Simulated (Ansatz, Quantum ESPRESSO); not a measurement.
# Ballistic transmission: In chain with one P atom in line, part 2 of 4

Wanted: the transmission near the Fermi level and the conductance of this junction: In chain with one P atom in line.

Quantum ESPRESSO 7.5; plane-wave DFT, PBE, GBRV ultrasoft pseudopotentials; cross-check by Ansatz 0.2.0 with PAW datasets.

So far. Step 2 (Self-consistent run): The run needed 30 iterations to bring the estimated error under 1e-07 Ry; the largest force on any atom, held or free, is 0.84 eV/Å.

## (3) Transmission with pwcond.x

Level of this step: transmission by pwcond, lead and junction from one cell; plane-wave DFT, PBE, GBRV ultrasoft pseudopotentials (Quantum ESPRESSO).

prefixt takes both regions from one run: the lead from 0 to bdl, the scattering region from bdl to bds (units of alat). ikind = 1 puts the same lead on both sides. The program's T_tot counts both spins in a run without spin; the tables below give T per spin.

cond.in

```
&inputcond
  outdir = './out'
  prefixt = 'scf'
  tran_file = 'cond.dat'
  bdl = 0.7866666667
  bds = 4.1954933333
  ikind = 1
  ewind = 4.0
  epsproj = 1e-05
  nz1 = 7
  energy0 = 2.0
  denergy = -0.1
/
1
  0.00000000 0.00000000 1.00000000
41
```

Started as:

```
$ OMP_NUM_THREADS=1 mpirun -n 2 pwcond.x -in cond.in > cond.out
```

Log:

```text
[banner, memory and clock lines left out]
Program PWCOND v.7.5 starts

          URL

     ./out/scf.save/

     IMPORTANT: XC functional enforced from input :
     Exchange-correlation= PBE
                           (   1   4   3   4   0   0   0)
     Any further DFT definition will be discarded
     Please, verify this is what you really want

     Check: negative core charge=   -0.000001

     negative rho (up, down):  6.010E-03 0.000E+00
     Reading collected, re-writing distributed wavefunctions

===== INPUT FILE containing all the regions =====

     GEOMETRY:

     lattice parameter (alat)  =      14.1729  a.u.
     the volume                =   11944.3749 (a.u.)^3
     the cross section         =     200.8724 (a.u.)^2
     l of the unit cell        =       4.1955 (alat)
     number of atoms/cell      =           11
     number of atomic types    =            2

     crystal axes: (cart. coord. in units of alat)
               a(1) = (  1.0000  0.0000  0.0000 )
               a(2) = (  0.0000  1.0000  0.0000 )
               a(3) = (  0.0000  0.0000  4.1955 )

   Cartesian axes

     site n.     atom                  positions (alat units)
          1        In     tau(  1)=(  0.5000  0.5000  4.1955  )
          2        In     tau(  2)=(  0.5000  0.5000  0.3933  )
          3        In     tau(  3)=(  0.5000  0.5000  0.7867  )
          4        In     tau(  4)=(  0.5000  0.5000  1.1800  )
          5        In     tau(  5)=(  0.5000  0.5000  1.5733  )
          6        P      tau(  6)=(  0.5000  0.5000  1.9011  )
          7        In     tau(  7)=(  0.5000  0.5000  2.2288  )
          8        In     tau(  8)=(  0.5000  0.5000  2.6222  )
          9        In     tau(  9)=(  0.5000  0.5000  3.0155  )
         10        In     tau( 10)=(  0.5000  0.5000  3.4088  )
         11        In     tau( 11)=(  0.5000  0.5000  3.8022  )

     nr1s                      =           54
     nr2s                      =           54
     nr3s                      =          225
     nr1sx                     =           54
     nr2sx                     =           54
     nr3sx                     =          225
     nr1                       =           60
     nr2                       =           60
     nr3                       =          250
     nr1x                      =           60
     nr2x                      =           60
     nr3x                      =          250

 _______________________________
  Radii of nonlocal spheres:

     type       ibeta     ang. mom.          radius (alat units)
       In         1         0                    0.1706
       In         2         0                    0.1706
       In         3         1                    0.1706
       In         4         1                    0.1706
       In         5         2                    0.1706
       In         6         2                    0.1706
       P          1         0                    0.1062
       P          2         0                    0.1062
       P          3         1                    0.1062
       P          4         1                    0.1062
       P          5         2                    0.1062
       P          6         2                    0.1062
----- General information -----

--- T calc. with identical leads (ikind=1) ---

     nrx                       =           54
     nry                       =           54
     nz1                       =            7

     energy0               =         2.0E+00
     denergy               =        -1.0E-01
     nenergy               =         41
     ecut2d                =         3.4E+01
     ewind                 =         4.0E+00
     epsproj               =         1.0E-05

     number of k_|| points=    1
                       cryst. coord.
        k(    1) = (   0.0000000   0.0000000), wk =   1.0000000
----- Information about left/right lead -----

     nocros                   =           18
     noins                    =           18
     norb                     =           54
     norbf                    =          180
     nrz                      =           42

      iorb      type   ibeta   ang. mom.   m       position (alat)
        1        1       1        0        1   taunew(   1)=(  0.5000  0.5000  0.0000)
        2        1       2        0        1   taunew(   2)=(  0.5000  0.5000  0.0000)
        3        1       3        1        1   taunew(   3)=(  0.5000  0.5000  0.0000)
        4        1       3        1        2   taunew(   4)=(  0.5000  0.5000  0.0000)
        5        1       3        1        3   taunew(   5)=(  0.5000  0.5000  0.0000)
        6        1       4        1        1   taunew(   6)=(  0.5000  0.5000  0.0000)
        7        1       4        1        2   taunew(   7)=(  0.5000  0.5000  0.0000)
        8        1       4        1        3   taunew(   8)=(  0.5000  0.5000  0.0000)
        9        1       5        2        1   taunew(   9)=(  0.5000  0.5000  0.0000)
       10        1       5        2        2   taunew(  10)=(  0.5000  0.5000  0.0000)
       11        1       5        2        3   taunew(  11)=(  0.5000  0.5000  0.0000)
       12        1       5        2        4   taunew(  12)=(  0.5000  0.5000  0.0000)
       13        1       5        2        5   taunew(  13)=(  0.5000  0.5000  0.0000)
       14        1       6        2        1   taunew(  14)=(  0.5000  0.5000  0.0000)
       15        1       6        2        2   taunew(  15)=(  0.5000  0.5000  0.0000)
       16        1       6        2        3   taunew(  16)=(  0.5000  0.5000  0.0000)
       17        1       6        2        4   taunew(  17)=(  0.5000  0.5000  0.0000)
       18        1       6        2        5   taunew(  18)=(  0.5000  0.5000  0.0000)
       19        1       1        0        1   taunew(  19)=(  0.5000  0.5000  0.3933)
       20        1       2        0        1   taunew(  20)=(  0.5000  0.5000  0.3933)
       21        1       3        1        1   taunew(  21)=(  0.5000  0.5000  0.3933)
       22        1       3        1        2   taunew(  22)=(  0.5000  0.5000  0.3933)
       23        1       3        1        3   taunew(  23)=(  0.5000  0.5000  0.3933)
       24        1       4        1        1   taunew(  24)=(  0.5000  0.5000  0.3933)
       25        1       4        1        2   taunew(  25)=(  0.5000  0.5000  0.3933)
       26        1       4        1        3   taunew(  26)=(  0.5000  0.5000  0.3933)
       27        1       5        2        1   taunew(  27)=(  0.5000  0.5000  0.3933)
       28        1       5        2        2   taunew(  28)=(  0.5000  0.5000  0.3933)
       29        1       5        2        3   taunew(  29)=(  0.5000  0.5000  0.3933)
[...]
160        1       6        2        3   taunew( 160)=(  0.5000  0.5000  3.0155)
      161        1       6        2        4   taunew( 161)=(  0.5000  0.5000  3.0155)
      162        1       6        2        5   taunew( 162)=(  0.5000  0.5000  3.0155)
      163        1       1        0        1   taunew( 163)=(  0.5000  0.5000  3.4088)
      164        1       2        0        1   taunew( 164)=(  0.5000  0.5000  3.4088)
      165        1       3        1        1   taunew( 165)=(  0.5000  0.5000  3.4088)
      166        1       3        1        2   taunew( 166)=(  0.5000  0.5000  3.4088)
      167        1       3        1        3   taunew( 167)=(  0.5000  0.5000  3.4088)
      168        1       4        1        1   taunew( 168)=(  0.5000  0.5000  3.4088)
      169        1       4        1        2   taunew( 169)=(  0.5000  0.5000  3.4088)
      170        1       4        1        3   taunew( 170)=(  0.5000  0.5000  3.4088)
      171        1       5        2        1   taunew( 171)=(  0.5000  0.5000  3.4088)
      172        1       5        2        2   taunew( 172)=(  0.5000  0.5000  3.4088)
      173        1       5        2        3   taunew( 173)=(  0.5000  0.5000  3.4088)
      174        1       5        2        4   taunew( 174)=(  0.5000  0.5000  3.4088)
      175        1       5        2        5   taunew( 175)=(  0.5000  0.5000  3.4088)
      176        1       6        2        1   taunew( 176)=(  0.5000  0.5000  3.4088)
      177        1       6        2        2   taunew( 177)=(  0.5000  0.5000  3.4088)
      178        1       6        2        3   taunew( 178)=(  0.5000  0.5000  3.4088)
      179        1       6        2        4   taunew( 179)=(  0.5000  0.5000  3.4088)
      180        1       6        2        5   taunew( 180)=(  0.5000  0.5000  3.4088)
 ngper, shell number =          545          70
 ngper, n2d =          545         182
---  E-Ef =    2.0000000  k =    0.0000000   0.0000000
---  ie =          1  ik =          1
 Nchannels of the left tip =            3
 Right moving states:
   k1(2pi/a)   k2(2pi/a)   E-Ef (eV)
   0.3138678   0.0000043   2.0000000
  -0.3166711   0.0000020   2.0000000
  -0.3166711   0.0000020   2.0000000
 Left moving states:
   k1(2pi/a)   k2(2pi/a)   E-Ef (eV)
  -0.3138678   0.0000043   2.0000000
   0.3166711   0.0000020   2.0000000
   0.3166711   0.0000020   2.0000000

 to transmit
 Band j to band i transmissions and reflections:
    j         i     |T_ij|^2    |R_ij|^2

    1 -->     1     0.81447     0.18553
    1 -->     2     0.00000     0.00000
    1 -->     3     0.00000     0.00000
   Total T_j, R_j =    0.81447  0.18553

    2 -->     1     0.00000     0.00000
    2 -->     2     0.81792     0.04524
    2 -->     3     0.00000     0.13685
   Total T_j, R_j =    0.81792  0.18208

    3 -->     1     0.00000     0.00000
    3 -->     2     0.00000     0.13685
    3 -->     3     0.81792     0.04524
   Total T_j, R_j =    0.81792  0.18208

E-Ef(ev), T(x2 spins) =    2.0000000   4.9006037
---  E-Ef =    1.9000000  k =    0.0000000   0.0000000
---  ie =          2  ik =          1
 Nchannels of the left tip =            3
 Right moving states:
   k1(2pi/a)   k2(2pi/a)   E-Ef (eV)
   0.3060105   0.0000043   1.9000000
  -0.3345733   0.0000020   1.9000000
  -0.3345733   0.0000020   1.9000000
 Left moving states:
   k1(2pi/a)   k2(2pi/a)   E-Ef (eV)
  -0.3060105   0.0000043   1.9000000
   0.3345733   0.0000020   1.9000000
   0.3345733   0.0000020   1.9000000

 to transmit
 Band j to band i transmissions and reflections:
    j         i     |T_ij|^2    |R_ij|^2

    1 -->     1     0.81266     0.18734
    1 -->     2     0.00000     0.00000
    1 -->     3     0.00000     0.00000
   Total T_j, R_j =    0.81266  0.18734

    2 -->     1     0.00000     0.00000
    2 -->     2     0.76403     0.05258
    2 -->     3     0.00000     0.18339
   Total T_j, R_j =    0.76403  0.23597

    3 -->     1     0.00000     0.00000
    3 -->     2     0.00000     0.18339
    3 -->     3     0.76403     0.05258
   Total T_j, R_j =    0.76403  0.23597

E-Ef(ev), T(x2 spins) =    1.9000000   4.6814629
---  E-Ef =    1.8000000  k =    0.0000000   0.0000000
---  ie =          3  ik =          1
 Nchannels of the left tip =            3
 Right moving states:
   k1(2pi/a)   k2(2pi/a)   E-Ef (eV)
   0.2981126   0.0000043   1.8000000
  -0.3527130   0.0000020   1.8000000
  -0.3527130   0.0000020   1.8000000
 Left moving states:
   k1(2pi/a)   k2(2pi/a)   E-Ef (eV)
  -0.2981126   0.0000043   1.8000000
   0.3527130   0.0000020   1.8000000
   0.3527130   0.0000020   1.8000000

 to transmit
 Band j to band i transmissions and reflections:
    j         i     |T_ij|^2    |R_ij|^2

    1 -->     1     0.81101     0.18899
    1 -->     2     0.00000     0.00000
    1 -->     3     0.00000     0.00000
   Total T_j, R_j =    0.81101  0.18899

    2 -->     1     0.00000     0.00000
    2 -->     2     0.70799     0.05903
    2 -->     3     0.00000     0.23298
   Total T_j, R_j =    0.70799  0.29201

    3 -->     1     0.00000     0.00000
    3 -->     2     0.00000     0.23298
    3 -->     3     0.70799     0.05903
   Total T_j, R_j =    0.70799  0.29201

E-Ef(ev), T(x2 spins) =    1.8000000   4.4539755
[... further energies and points left out ...]
---  E-Ef =   -1.8000000  k =    0.0000000   0.0000000
---  ie =         39  ik =          1
 Nchannels of the left tip =            0
 Right moving states:
   k1(2pi/a)   k2(2pi/a)   E-Ef (eV)
 Left moving states:
   k1(2pi/a)   k2(2pi/a)   E-Ef (eV)

 to transmit
          E-Ef(ev), T =   -1.8000000   0.0000000
---  E-Ef =   -1.9000000  k =    0.0000000   0.0000000
---  ie =         40  ik =          1
 Nchannels of the left tip =            0
 Right moving states:
   k1(2pi/a)   k2(2pi/a)   E-Ef (eV)
 Left moving states:
   k1(2pi/a)   k2(2pi/a)   E-Ef (eV)

 to transmit
          E-Ef(ev), T =   -1.9000000   0.0000000
---  E-Ef =   -2.0000000  k =    0.0000000   0.0000000
---  ie =         41  ik =          1
 Nchannels of the left tip =            1
 Right moving states:
   k1(2pi/a)   k2(2pi/a)   E-Ef (eV)
  -0.0109844   0.0000039  -2.0000000
 Left moving states:
   k1(2pi/a)   k2(2pi/a)   E-Ef (eV)
   0.0109844   0.0000039  -2.0000000

 to transmit
 Band j to band i transmissions and reflections:
    j         i     |T_ij|^2    |R_ij|^2

    1 -->     1     0.97214     0.02786
   Total T_j, R_j =    0.97214  0.02786

E-Ef(ev), T(x2 spins) =   -2.0000000   1.9442712
   T_tot     2.00000      0.49006E+01
   T_tot     1.90000      0.46815E+01
   T_tot     1.80000      0.44540E+01
   T_tot     1.70000      0.42289E+01
   T_tot     1.60000      0.40156E+01
   T_tot     1.50000      0.38210E+01
   T_tot     1.40000      0.36491E+01
   T_tot     1.30000      0.35004E+01
   T_tot     1.20000      0.33747E+01
   T_tot     1.10000      0.32745E+01
   T_tot     1.00000      0.29788E+01
   T_tot     0.90000      0.29307E+01
   T_tot     0.80000      0.28121E+01
   T_tot     0.70000      0.26888E+01
   T_tot     0.60000      0.25807E+01
   T_tot     0.50000      0.25047E+01
   T_tot     0.40000      0.24753E+01
   T_tot     0.30000      0.25069E+01
   T_tot     0.20000      0.26113E+01
   T_tot     0.10000      0.27714E+01
   T_tot    -0.00000      0.29043E+01
   T_tot    -0.10000      0.30096E+01
   T_tot    -0.20000      0.15057E+01
   T_tot    -0.30000      0.14861E+01
   T_tot    -0.40000      0.14622E+01
   T_tot    -0.50000      0.14326E+01
   T_tot    -0.60000      0.13952E+01
   T_tot    -0.70000      0.13468E+01
   T_tot    -0.80000      0.12820E+01
   T_tot    -0.90000      0.11907E+01
   T_tot    -1.00000      0.10521E+01
   T_tot    -1.10000      0.81494E+00
   T_tot    -1.20000      0.31190E+00
   T_tot    -1.30000      0.00000E+00
   T_tot    -1.40000      0.00000E+00
   T_tot    -1.50000      0.00000E+00
   T_tot    -1.60000      0.00000E+00
   T_tot    -1.70000      0.00000E+00
   T_tot    -1.80000      0.00000E+00
   T_tot    -1.90000      0.00000E+00
   T_tot    -2.00000      0.19443E+01

Note: The following floating-point exceptions are signalling: IEEE_UNDERFLOW_FLAG
Note: The following floating-point exceptions are signalling: IEEE_UNDERFLOW_FLAG
```

It took 15 min on 2 MPI ranks of Arm Neoverse N1, shared host; peak memory 0.92 GiB.

Read from the output:

```
lead channels at the Fermi level, one spin : 3
transmission at the Fermi level, one spin  : 1.452
conductance                                : 1.452 G₀
```

Per spin. The open channels by energy, zero at the Fermi level:

| energy (eV) | open channels |
| --- | --- |
| -2.00 | 1 |
| -1.80 | 0 |
| -1.50 | 0 |
| -1.30 | 0 |
| -1.10 | 1 |
| -0.80 | 1 |
| -0.60 | 1 |
| -0.40 | 1 |
| -0.10 | 3 |
| 0.00 | 3 |
| 0.10 | 3 |
| 0.40 | 3 |
| 0.60 | 3 |
| 0.80 | 3 |
| 1.10 | 3 |
| 1.30 | 3 |
| 1.50 | 3 |
| 1.80 | 3 |
| 2.00 | 3 |

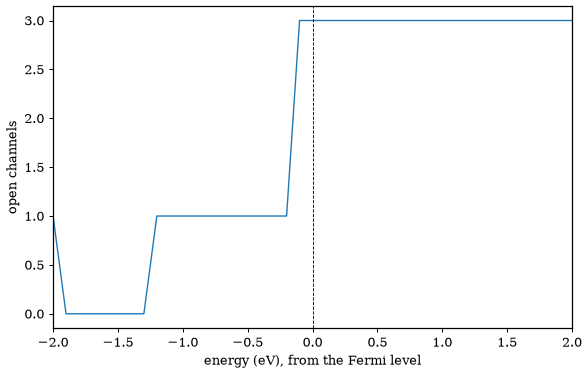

Open channels, plotted against energy.

Per spin. Transmission against energy, zero at the Fermi level:

| energy (eV) | transmission |
| --- | --- |
| -2.00 | 0.972 |
| -1.80 | 0 |
| -1.50 | 0 |
| -1.30 | 0 |
| -1.10 | 0.407 |
| -0.80 | 0.641 |
| -0.60 | 0.698 |
| -0.40 | 0.731 |
| -0.10 | 1.50 |
| 0.00 | 1.45 |
| 0.10 | 1.39 |
| 0.40 | 1.24 |
| 0.60 | 1.29 |
| 0.80 | 1.41 |
| 1.10 | 1.64 |
| 1.30 | 1.75 |
| 1.50 | 1.91 |
| 1.80 | 2.23 |
| 2.00 | 2.45 |

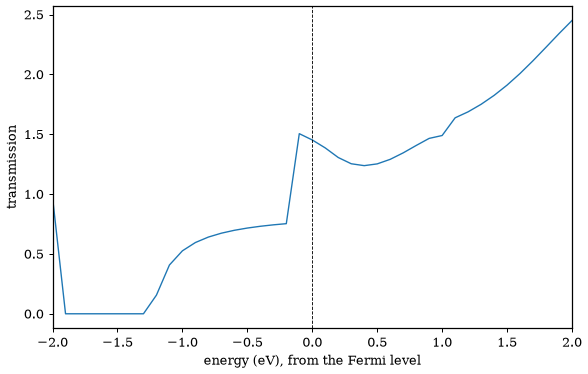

Transmission, plotted against energy.

The program's own clock; routines nest. Time by routine:

| routine | wall time (s) | calls |
| --- | --- | --- |
| PWCOND | 878 | 1 |
| scatter_forw | 764.1 | 82 |
| compbs | 68.05 | 41 |
| compbs_2 | 53.74 | 41 |
| local | 35.17 | 1 |
| init | 3.59 | 1 |
| poten | 0.16 | 1 |

At no point does T exceed the number of channels.

(Continued in part 3 of 4.)

[Logs are printed without paths, hosts, clocks, repeated set-up lines and the standing remarks that a program may print on its own settings, such as how far it seeks lower states.]

[Hosts, paths, dates, database ids (printed as entryN), source tags and the programs' standing remarks are cut or masked in the printed files.]

[Maps of the electrostatic potential energy from Ansatz leave out the sawtooth potential of an applied field or a dipole correction, so their vacuum need not be flat; planar profiles and work functions include it.]
